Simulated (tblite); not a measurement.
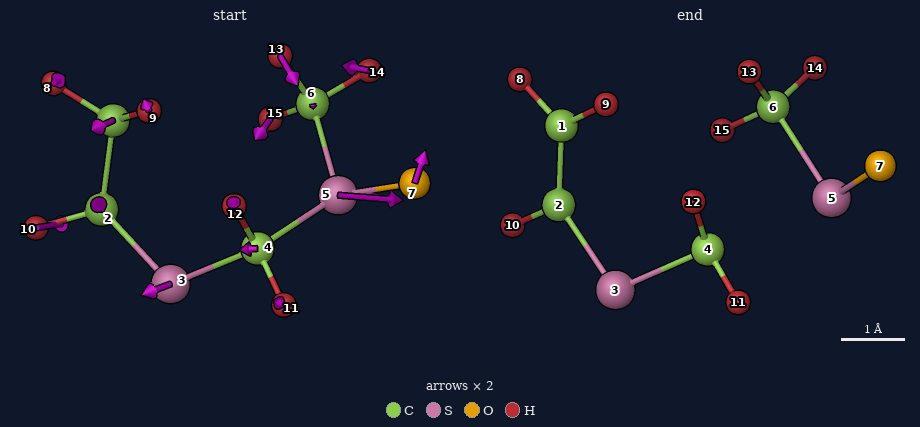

The structure of C4H8OS2 (charge −1, multiplicity 2) before (left) and after (right) a relaxation, at one scale. The purple arrows give the displacements, 2 times their true length.

A ball-and-stick model, seen at a tilt.

Computed with GFN2-xTB geometry optimisation, gas phase (tblite). 

> Describe what moved and what it gained.

The largest move after the best rigid fit is that of S5, 0.58 Å. By element the largest moves are S 0.58 Å, H 0.52 Å, C 0.34 Å, O 0.30 Å. Among the contacts that change: S3–S5 3.038 → 3.772 Å, C4–S5 1.770 → 2.386 Å, C1–C2 1.488 → 1.337 Å, S5–C6 1.758 → 1.848 Å. Bonds break, among them: C4–S5 (1.77 → 2.39 Å). Among the angles between lasting bonds that change: C2–S3–C4 118.4° → 106.9°, C1–C2–S3 118.4° → 128.2°, C1–C2–H10 112.5° → 121.0°. Groups turn about S5–C6 by about 35°. After 83 geometry steps the energy has fallen by 57.8 kcal/mol.
